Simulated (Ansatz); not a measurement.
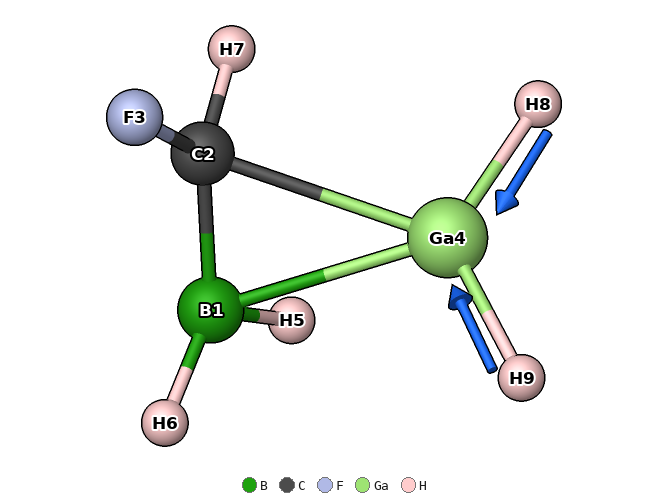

The arrows show one normal mode. Harmonic vibrations computed with RKS PBE0-D4/def2-TZVP (Ansatz 0.2.0) at a stationary point of the same level.

Q: What kind of motion is it?

A: Mostly in-phase stretching of 2 Ga–H bonds.

Q: Estimate its harmonic wavenumber.

A: 1994 cm⁻¹; it is mode 17 of 21 counted from the lowest.
